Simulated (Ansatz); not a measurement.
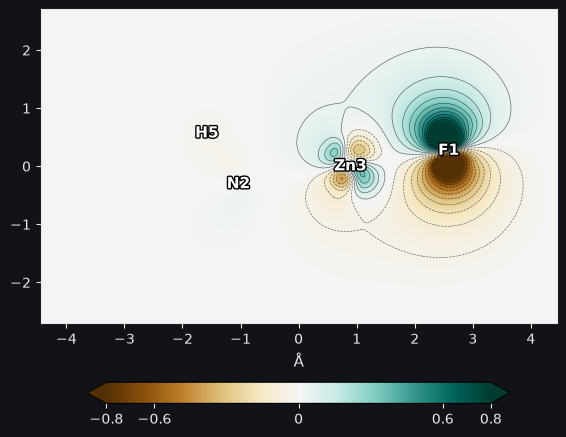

*FH3NZn (SMILES [NH3+][Zn][F]) (charge +1). The HOMO on the plane of atoms Zn3, N2 and H5 (values in Å⁻³ᐟ²; the overall sign is arbitrary).*

Geometry: PBE0-D3(BJ)/def2-SVP.

Computed with Ansatz, isolated molecule in a Gaussian basis; Kohn-Sham density functional theory, functional PBE0.

Input

```
crystal:
  periodic: [false, false, false]
  atoms:
    - {symbol: F, position_ang: [-4.263546, -2.403155, -2.217705]}
    - {symbol: N, position_ang: [-1.632664, -2.054671, 0.301609]}
    - {symbol: Zn, position_ang: [-3.034628, -2.240192, -1.041172]}
    - {symbol: H, position_ang: [-1.359701, -2.953096, 0.721265]}
    - {symbol: H, position_ang: [-1.908395, -1.449942, 1.086506]}
    - {symbol: H, position_ang: [-0.767743, -1.646922, -0.077128]}
basis:
  gaussian:
    orbitals: def2-TZVPD
total_charge: 1
hamiltonian:
  xc: {name: PBE0}
output: {forces: true, orbitals: {seedname: orbitals}}
```

Command:

```sh
ansatz run input.yaml --threads 1 --pin off --max-ram 2610MiB --events-out events.jsonl --progress --plain --runs-dir runs
```

**What is the character of this orbital?**

It lies mainly on F1 (about 90 %) and Zn3 (about 10 %); largely a lone pair of F1. It is one of a degenerate set, so its orientation is arbitrary. Its energy is −15.18 eV.
